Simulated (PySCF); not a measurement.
**Geometry relaxation of Si3N3H9**

Si3N3H9, computed with PBE0-D3(BJ)/def2-SVP geometry optimisation, gas phase (PySCF 2.14.0).

It belongs to a series of runs on one base structure; here: H on Si replaced by NHSiH3.

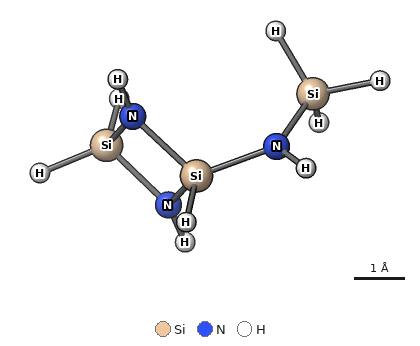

*The structure as given in the input (ball-and-stick view, seen at an oblique angle).*

Bond lengths as drawn: H–N 0.99 to 1.01 Å, H–Si 1.45 to 1.48 Å and N–Si 1.70 to 1.76 Å.

**Input**
```
{"job": {"xc": "PBE0", "basis": "def2-SVP", "d3": "d3bj", "grid": 1, "shake": 0.01, "kind": "geom"}, "charge": 0, "multiplicity": 1}
Si    -2.233340     0.308190     0.103550
N     -1.391970    -1.146690    -0.146600
Si     0.305630    -1.344010    -0.178020
N      1.217830    -0.222040    -1.189020
Si     2.081630     0.542870     0.070230
N      1.210270    -0.547600     1.097790
H     -3.656290    -0.042040    -0.044920
H     -2.004650     0.889060     1.435330
H     -1.863080     1.315890    -0.897940
H     -1.921310    -1.995770    -0.134960
H      0.611850    -2.759860    -0.355730
H      1.215320    -0.115410    -2.174360
H      1.729020     1.970210     0.269060
H      3.504090     0.286570     0.041500
H      1.179660    -0.662410     2.096840
```

The first line tells a small driver script what to run in PySCF; the rest is the geometry in Å.

Command:
```bash
OMP_NUM_THREADS=1 python <driver script> task.json out
```

**What the program printed**
```
step   0  E = -1037.32487225  max force = 0.029056
step   1  E = -1037.33232024  max force = 0.010632
step   2  E = -1037.33334067  max force = 0.004830
step   3  E = -1037.33364321  max force = 0.002087
step   4  E = -1037.33380329  max force = 0.001461
step   5  E = -1037.33394096  max force = 0.001607
step   6  E = -1037.33433188  max force = 0.003741
step   7  E = -1037.33447267  max force = 0.004285
step   8  E = -1037.33470922  max force = 0.001568
step   9  E = -1037.33479013  max force = 0.000916
step  10  E = -1037.33481113  max force = 0.000751
step  11  E = -1037.33482359  max force = 0.000380
optimisation converged
```

**Trajectory as extended XYZ (Å, eV, eV/Å), 7 of the 12 frames kept, from step=0 to step=11**
```
15
Properties=species:S:1:pos:R:3:forces:R:3 step=0 energy=-28227.04753
Si   -2.2333    0.3082    0.1036   -0.5839   0.6312   0.0727
N    -1.3920   -1.1467   -0.1466    0.8058  -0.7751  -0.1951
Si    0.3056   -1.3440   -0.1780    1.4941   1.4284   0.2052
N     1.2178   -0.2220   -1.1890   -0.8783  -0.7346  -0.6628
Si    2.0816    0.5429    0.0702   -0.9154  -0.2733   0.4251
N     1.2103   -0.5476    1.0978   -0.4152  -0.3869   0.8803
H    -3.6563   -0.0420   -0.0449   -0.4687   0.0424   0.0036
H    -2.0046    0.8891    1.4353    0.0352   0.2129   0.4411
H    -1.8631    1.3159   -0.8979    0.1312   0.3579  -0.3136
H    -1.9213   -1.9958   -0.1350   -0.4552  -0.5458  -0.0382
H     0.6119   -2.7599   -0.3557   -0.1038  -0.6385  -0.1307
H     1.2153   -0.1154   -2.1744    0.0245   0.1612  -0.9461
H     1.7290    1.9702    0.2691    0.2697   0.3316   0.0512
H     3.5041    0.2866    0.0415    1.0561   0.1928   0.0193
H     1.1797   -0.6624    2.0968    0.0039  -0.0042   0.1881
15
Properties=species:S:1:pos:R:3:forces:R:3 step=2 energy=-28227.27796
Si   -2.3786    0.3352    0.2356    0.0484   0.0136   0.0061
N    -1.4233   -1.1049   -0.0250   -0.0413  -0.0315   0.0240
Si    0.3016   -1.2342   -0.0427   -0.2433   0.1526   0.0013
N     1.1334   -0.1432   -1.1153    0.0801  -0.0335  -0.2484
Si    2.0406    0.6210    0.1571    0.0875   0.1802   0.0571
N     1.1152   -0.3802    1.2448    0.1541  -0.1923   0.1591
H    -3.8141   -0.0331    0.0394    0.0074  -0.0132  -0.0140
H    -2.2263    0.9032    1.6111   -0.0049  -0.0054   0.0033
H    -2.0055    1.4041   -0.7387    0.0110   0.0059   0.0089
H    -1.9464   -1.9737   -0.0597    0.0110  -0.0403  -0.0246
H     0.5661   -2.6936   -0.2132    0.0529   0.0118   0.0446
H     1.1280   -0.0384   -2.1178   -0.0234   0.0232  -0.0336
H     1.8556    2.0983    0.3256   -0.0638  -0.0148  -0.0358
H     3.5255    0.4088    0.1328   -0.0408  -0.0912   0.0137
H     1.2376   -0.6059    2.2205   -0.0348   0.0350   0.0381
15
Properties=species:S:1:pos:R:3:forces:R:3 step=4 energy=-28227.29055
Si   -2.3809    0.3436    0.2542   -0.0033  -0.0091  -0.0007
N    -1.4335   -1.0965   -0.0262    0.0098  -0.0019   0.0162
Si    0.2899   -1.2210   -0.0405    0.0203   0.0384  -0.0267
N     1.1418   -0.1556   -1.1319    0.0246  -0.0597   0.0404
Si    2.0477    0.6172    0.1437   -0.0751  -0.0332  -0.0087
N     1.1272   -0.3820    1.2435    0.0482  -0.0143  -0.0383
H    -3.8086   -0.0031   -0.0222    0.0003   0.0149  -0.0042
H    -2.2822    0.8522    1.6574   -0.0149  -0.0053   0.0078
H    -1.9485    1.4448   -0.6571    0.0142   0.0027   0.0061
H    -1.9500   -1.9679   -0.0912   -0.0004  -0.0044  -0.0029
H     0.5648   -2.6820   -0.1787   -0.0036  -0.0063  -0.0041
H     1.1352   -0.0580   -2.1359   -0.0298   0.0266   0.0123
H     1.8401    2.0935    0.2796    0.0299   0.0056  -0.0016
H     3.5237    0.3697    0.1358    0.0229   0.0201   0.0062
H     1.2425   -0.5917    2.2241   -0.0431   0.0259  -0.0021
15
Properties=species:S:1:pos:R:3:forces:R:3 step=6 energy=-28227.30494
Si   -2.3517    0.3560    0.3224    0.0089   0.0021   0.0207
N    -1.4499   -1.0940   -0.0408   -0.0256   0.0377   0.0010
Si    0.2701   -1.2248   -0.0429    0.1754  -0.1923   0.0283
N     1.1580   -0.2283   -1.1667    0.0667   0.0048   0.1135
Si    2.0412    0.6014    0.0930   -0.0708  -0.1295  -0.0511
N     1.1068   -0.3554    1.2194   -0.0956   0.1297  -0.1284
H    -3.7325    0.1994   -0.2279   -0.0011   0.0133  -0.0135
H    -2.4702    0.6353    1.7885   -0.0162  -0.0167  -0.0029
H    -1.6789    1.5293   -0.3100   -0.0003  -0.0086   0.0000
H    -1.9714   -1.9508   -0.1990   -0.0195   0.0252   0.0438
H     0.5527   -2.6917   -0.1044   -0.0639   0.0140  -0.0611
H     1.1371   -0.1466   -2.1717   -0.0055   0.0196   0.0124
H     1.8296    2.0821    0.1306    0.0505   0.0204   0.0415
H     3.5145    0.3361    0.1459   -0.0015   0.0766  -0.0249
H     1.1540   -0.4847    2.2183   -0.0014   0.0036   0.0205
15
Properties=species:S:1:pos:R:3:forces:R:3 step=7 energy=-28227.30877
Si   -2.3201    0.3616    0.3596   -0.0048   0.0063   0.0183
N    -1.4582   -1.0990   -0.0526   -0.0176   0.0503  -0.0019
Si    0.2610   -1.2386   -0.0483    0.1640  -0.2204   0.0485
N     1.1672   -0.2725   -1.1828    0.0701   0.0241   0.0831
Si    2.0254    0.5949    0.0677   -0.0334  -0.0923  -0.0468
N     1.0801   -0.3388    1.2035   -0.1157   0.1177  -0.1059
H    -3.6535    0.3442   -0.3162    0.0015   0.0094  -0.0135
H    -2.5604    0.5218    1.8292   -0.0053  -0.0170  -0.0062
H    -1.5241    1.5353   -0.1056   -0.0183  -0.0010  -0.0096
H    -1.9915   -1.9394   -0.2531   -0.0194   0.0291   0.0551
H     0.5430   -2.7064   -0.0799   -0.0650   0.0161  -0.0674
H     1.1425   -0.1974   -2.1882    0.0084   0.0075   0.0048
H     1.8115    2.0761    0.0602    0.0278   0.0161   0.0475
H     3.5001    0.3433    0.1529   -0.0134   0.0611  -0.0311
H     1.0865   -0.4217    2.2082    0.0211  -0.0069   0.0249
15
Properties=species:S:1:pos:R:3:forces:R:3 step=9 energy=-28227.31741
Si   -2.3041    0.3690    0.3605    0.0013   0.0016   0.0033
N    -1.4515   -1.0979   -0.0488    0.0093  -0.0025  -0.0156
Si    0.2685   -1.2619   -0.0539   -0.0221   0.0258   0.0015
N     1.1797   -0.2880   -1.1808    0.0241  -0.0153  -0.0234
Si    2.0132    0.5937    0.0703    0.0217   0.0471  -0.0051
N     1.0635   -0.3419    1.1982   -0.0131  -0.0144   0.0302
H    -3.6378    0.3563   -0.3160   -0.0002  -0.0022  -0.0029
H    -2.5451    0.5283    1.8297   -0.0011   0.0016  -0.0004
H    -1.5135    1.5417   -0.1145    0.0034   0.0001   0.0039
H    -2.0039   -1.9309   -0.2256   -0.0035  -0.0049   0.0182
H     0.5276   -2.7303   -0.1160   -0.0123  -0.0040  -0.0111
H     1.1620   -0.2097   -2.1861    0.0056  -0.0096  -0.0043
H     1.7919    2.0752    0.0859   -0.0223  -0.0067   0.0076
H     3.4937    0.3816    0.1479   -0.0030  -0.0121  -0.0015
H     1.0653   -0.4216    2.2039    0.0120  -0.0045  -0.0003
15
Properties=species:S:1:pos:R:3:forces:R:3 step=11 energy=-28227.31832
Si   -2.2927    0.3765    0.3632   -0.0020  -0.0022  -0.0035
N    -1.4520   -1.0958   -0.0517   -0.0041   0.0055  -0.0144
Si    0.2670   -1.2683   -0.0593    0.0002   0.0195  -0.0025
N     1.1892   -0.2998   -1.1834   -0.0107   0.0000  -0.0004
Si    2.0042    0.5953    0.0711   -0.0024  -0.0027   0.0064
N     1.0583   -0.3494    1.1962    0.0131  -0.0134   0.0040
H    -3.6214    0.3819   -0.3236    0.0002   0.0027   0.0012
H    -2.5434    0.5282    1.8317   -0.0006   0.0000   0.0012
H    -1.4859    1.5436   -0.0975    0.0021   0.0004   0.0014
H    -2.0113   -1.9262   -0.2186    0.0044  -0.0058   0.0066
H     0.5156   -2.7381   -0.1303   -0.0016  -0.0026   0.0034
H     1.1780   -0.2257   -2.1892    0.0013  -0.0028  -0.0001
H     1.7576    2.0724    0.0918   -0.0014  -0.0010  -0.0042
H     3.4861    0.3980    0.1522    0.0026   0.0039   0.0029
H     1.0599   -0.4293    2.2020   -0.0011  -0.0015  -0.0020
```

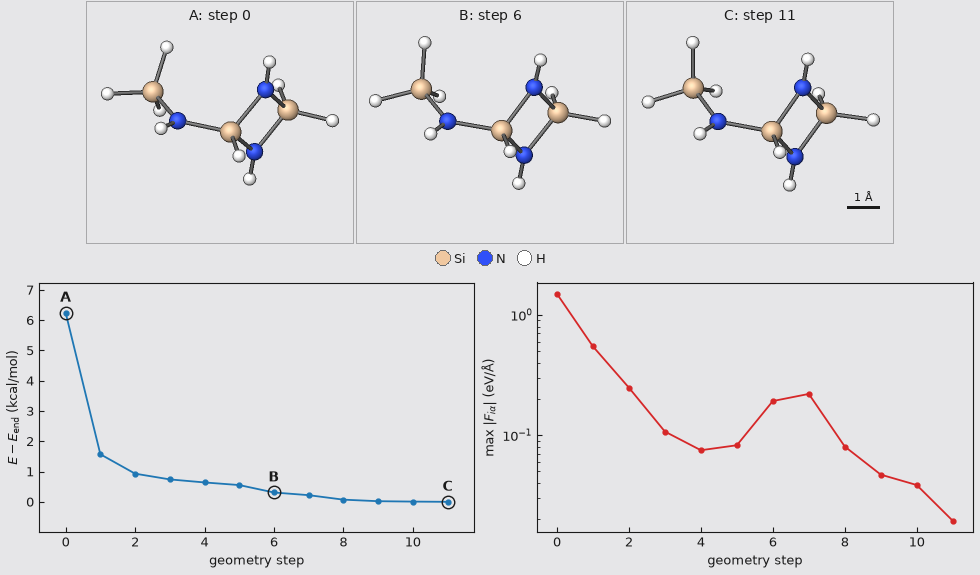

*Frames of the relaxation (ball-and-stick view, seen at a tilt) above the curves, on which the letters mark them (steps are counted from 0).*

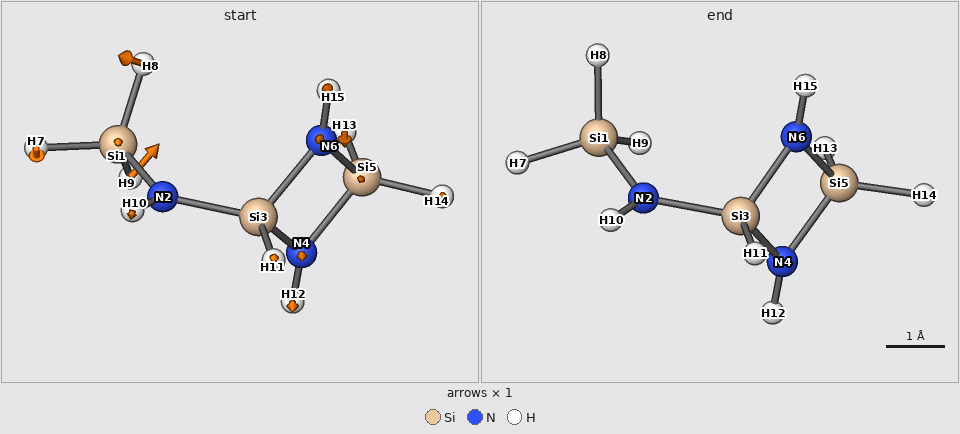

*Before (left) and after (right) the relaxation, at one scale (ball-and-stick view, seen at a tilt). The orange arrows give the displacements, at true length.*

The energy falls by 6.24 kcal/mol in 11 geometry steps. The largest force component goes from 1.5 to 0.019 eV/Å. H9 moves most after the best rigid fit: 0.80 Å. By element the largest moves are H 0.80 Å, N 0.18 Å, Si 0.15 Å. Among the contacts that change: Si5–H14 1.446 → 1.497 Å, Si1–N2 1.699 → 1.745 Å, N4–Si5 1.708 → 1.743 Å, Si3–H11 1.459 → 1.492 Å. Among the angles that change: H13–Si5–H14 114.0° → 107.0°, N4–Si3–N6 82.0° → 86.1°, N2–Si1–H7 105.1° → 108.8°. (Atoms are counted from 1 in the order of the input.)

**Summary**

| quantity | value |
| --- | --- |
| outcome | converged |
| total energy | −1037.334824 hartree |
| dipole moment | 0.95 D |
| point group | C1 |
| hardware | 1 CPU thread, shared host |
| wall time | 84 s |
| peak memory | 0.65 GiB |
